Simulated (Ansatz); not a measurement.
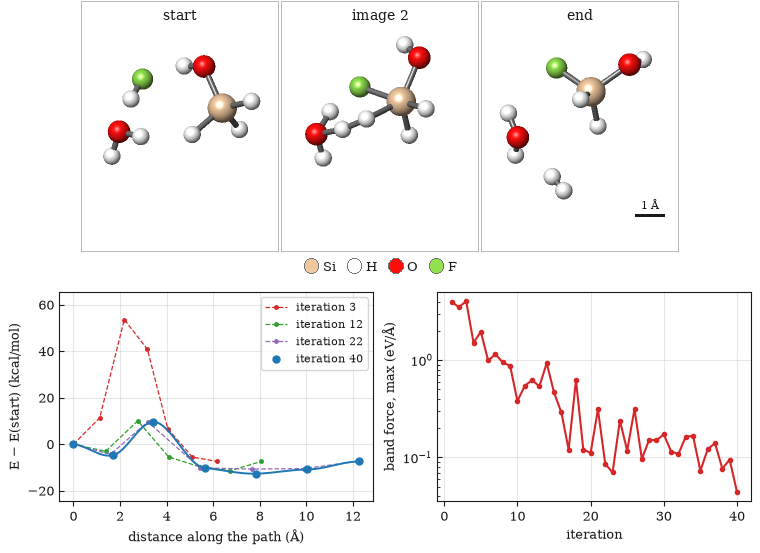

A search for the minimum-energy path of SiH₇O₂F by the nudged elastic band. Images are numbered from 0 (start) to 6 (end). The plot follows the band through its iterations. A ball-and-stick model, seen at a tilt.

Theory: RKS SPW92 (LDA)/def2-SVP (Ansatz 0.2.0).

The input:
```yaml
crystal:
  periodic: [false, false, false]
  atoms:
    - {symbol: Si, position_ang: [-0.714117, 0.486284, -1.455559]}
    - {symbol: H, position_ang: [0.042820, -0.807092, -1.303744]}
    - {symbol: H, position_ang: [-0.660954, 0.859707, -2.886509]}
    - {symbol: H, position_ang: [-2.113416, 0.188632, -1.047323]}
    - {symbol: O, position_ang: [-0.025776, 1.687440, -0.598180]}
    - {symbol: H, position_ang: [0.571934, 0.005069, 1.815271]}
    - {symbol: F, position_ang: [0.205346, 0.866366, 2.023510]}
    - {symbol: H, position_ang: [0.879013, -1.363882, 0.276446]}
    - {symbol: O, position_ang: [1.085349, -1.355670, 1.221308]}
    - {symbol: H, position_ang: [0.016281, 1.594853, 0.366082]}
    - {symbol: H, position_ang: [0.713420, -2.161609, 1.588897]}
basis:
  gaussian: {orbitals: def2-SVP}
hamiltonian: {xc: lda}
neb:
  images: 5
  climbing: true
  max_iterations: 60
  initial_path: idpp
  final_atoms:
    - {symbol: Si, position_ang: [-0.297006, 1.121515, -0.170541]}
    - {symbol: H, position_ang: [0.640867, -2.602223, -1.925900]}
    - {symbol: H, position_ang: [0.820143, 0.585231, -0.959780]}
    - {symbol: H, position_ang: [-1.478825, 0.241540, -0.036503]}
    - {symbol: O, position_ang: [-0.712475, 2.527266, -0.894266]}
    - {symbol: H, position_ang: [0.923854, -0.725792, 1.813293]}
    - {symbol: F, position_ang: [0.213622, 1.435614, 1.321622]}
    - {symbol: H, position_ang: [0.777220, -2.290914, -1.259920]}
    - {symbol: O, position_ang: [0.660903, -1.376074, 1.155603]}
    - {symbol: H, position_ang: [-1.512626, 2.973192, -0.614838]}
    - {symbol: H, position_ang: [-0.035778, -1.889253, 1.571430]}
```

Command:
```bash
ansatz run in.yaml --threads 4 --pin off --events-out ev --progress --plain --max-ram 9574MiB
```

Q: How did the profile develop, and is the result final?

A: The run is converged, with reservations. The band converged in 40 iterations. The largest component of the band force went from 4 to 0.044 eV/Å. The climbing image converged on the top of the path. Its curvatures weren't checked. The largest force component is 1.20 eV/Å at the start and 1.21 eV/Å at the end; an end with forces this large is no minimum, and the barrier measured from it can be far off. The first iteration put the highest image at 130.4 kcal/mol. Relative to the start the highest point is image 2 at +9.7 kcal/mol and the end lies at −7.4 kcal/mol, but the profile dips to −12.6 kcal/mol at image 4 on the way, so an end point isn't at the bottom of its valley along this path.

The run took 65 s on 4 threads of Intel Xeon 6975P-C (shared host).
